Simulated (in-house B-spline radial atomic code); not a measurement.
# Al⁷⁺: ionisation energy by several methods

Aim: the ionisation energy of Al⁷⁺ by several methods, each as the difference of two self-consistent energies (Al⁷⁺ and the next ion, [He] 2s2 2p1).

The numbers are computed with in-house B-spline radial atomic code version 1 (Dirac-Coulomb, several functionals, exact exchange averaged over the configuration; spherical all-electron atom at the radial basis limit), except any that are marked as measured or tabulated.

### Step 1. What is computed

| Quantity | Value |
| --- | --- |
| element | aluminium (Z = 13) |
| charge | +7 |
| electrons | 6 |
| configuration | [He] 2s2 2p2 |
| nucleus | Fermi, rms radius 3.061 fm |

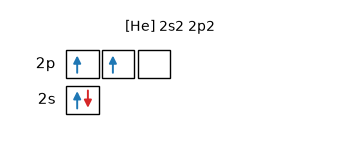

Occupation of the outer shells (arrows by Hund's rule).

The boxes only draw the filling; these runs are spin-restricted and spherical.

### Step 2. CAM-B3LYP

Settings, as recorded:

```ini
Z = 13
electrons = 6.0
configuration = [He] 2s2 2p2
hamiltonian = dirac
method = camb3lyp
spin_polarised = False
nucleus = fermi
rms_radius = 3.061
mass_number = 27
atomic_mass = 26.981538408
speed_of_light = 137.035999084
exact_exchange = averaged over the configuration
```

Launch:

```sh
$ python run_scf.py task.json out
```

The settings of every run stand in task.json; they run in order.

### Step 3. PBE0

The settings differ from step 2 so:

```diff
@@ -4,3 +4,3 @@
 hamiltonian = dirac
-method = camb3lyp
+method = pbe0
 spin_polarised = False
```

### Step 4. ωB97X

The settings differ from step 3 so:

```diff
@@ -4,3 +4,3 @@
 hamiltonian = dirac
-method = pbe0
+method = wb97x
 spin_polarised = False
```

### Step 5. B3LYP

The settings differ from step 4 so:

```diff
@@ -4,3 +4,3 @@
 hamiltonian = dirac
-method = wb97x
+method = b3lyp
 spin_polarised = False
```

**Question.** The tabulated ionisation energy is 284.64 ± 0.07 eV (semi-empirical; NIST Atomic Spectra Database). What does each method give, and which comes nearest?

As calculated:

| method | rung | total energy (hartree) | ΔSCF (eV) | with Breit, QED, recoil (eV) | −ε highest (eV) | corrected ΔSCF less tabulated (eV) |
| --- | --- | --- | --- | --- | --- | --- |
| PBE0 | global hybrid | -214.5957 | 282.40 | 282.35 | 265.55 (2p3/2) | -2.29 |
| B3LYP | global hybrid | -214.6695 | 282.77 | 282.71 | 264.71 (2p3/2) | -1.93 |
| CAM-B3LYP | range-separated hybrid | -214.6624 | 282.64 | 282.59 | 266.64 (2p3/2) | -2.05 |
| ωB97X | range-separated hybrid | -214.7469 | 282.21 | 282.16 | 267.02 (2p3/2) | -2.48 |

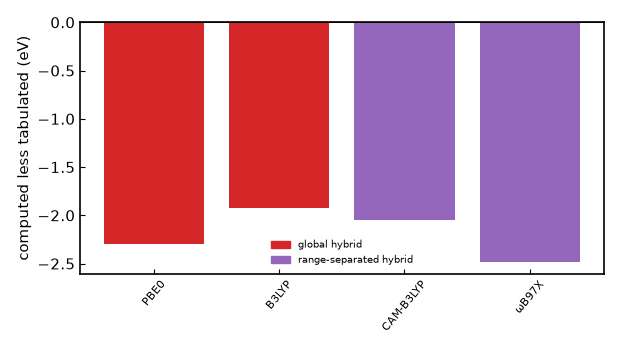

Error of each method against the tabulated value; one colour a rung.

What this shows: The tabulated ionisation energy is 284.64 ± 0.07 eV (semi-empirical; NIST Atomic Spectra Database). B3LYP comes nearest (-1.93 eV) and ωB97X is farthest (-2.48 eV, 0.87 %). All methods miss on the same side by much the same amount, which points to something that they share. Open shells are averaged (over orientations, and over spins where the run is restricted), while tables refer to the lowest levels.
